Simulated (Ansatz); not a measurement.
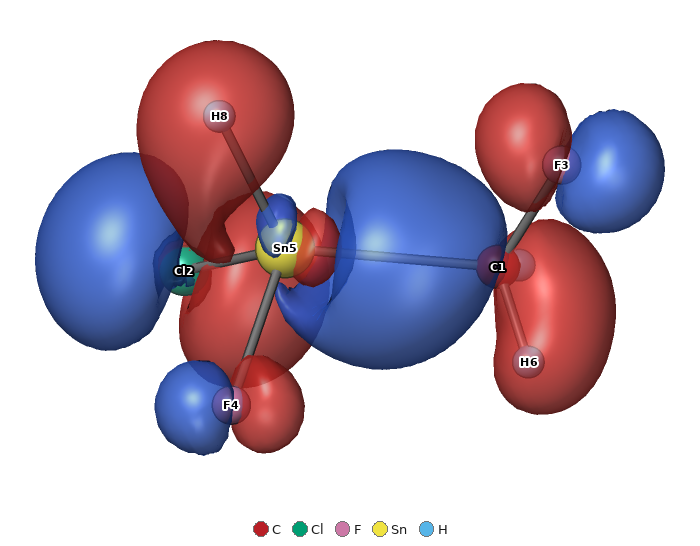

*CH$_{3}$ClF$_{2}$Sn. The HOMO at ±0.1 Å⁻³ᐟ² (blue and red are the two phases), seen from one side.*

Geometry: B3LYP-D3(BJ)/def2-SVP; core potentials replace the inner electrons of Sn.

Level of theory: isolated molecule in a Gaussian basis; Kohn-Sham density functional theory, functional PBE0 in Ansatz 0.2.0.

The calculation's input:

```
crystal:
  periodic: [false, false, false]
  atoms:
    - symbol: C
      position_ang: [-2.122289, 0.607008, 2.270601]
    - symbol: Cl
      position_ang: [0.434535, 0.431128, -0.369653]
    - symbol: F
      position_ang: [-3.220537, -0.186896, 2.497798]
    - symbol: F
      position_ang: [0.943964, -0.430282, 2.899762]
    - symbol: Sn
      position_ang: [-0.453057, -0.610966, 1.554890]
    - symbol: H
      position_ang: [-1.801690, 1.095372, 3.205315]
    - symbol: H
      position_ang: [-2.348811, 1.368902, 1.507747]
    - symbol: H
      position_ang: [-0.646396, -2.287971, 1.272441]
basis:
  gaussian:
    orbitals: def2-TZVPD
total_charge: 0
hamiltonian:
  xc: {name: PBE0}
output:
  forces: true
  orbitals: {seedname: orbitals}
```

Command:

```sh
ansatz run input.yaml --threads 2 --pin off --max-ram 4350MiB --events-out events.jsonl --progress --plain --runs-dir runs
```

Question: What is the character of this orbital?

Answer: It lies mainly on Cl2 (about 30 %), C1 (about 20 %), Sn5 (about 15 %), F3 (about 15 %) and H8 (about 5 %). Its energy is −8.74 eV.
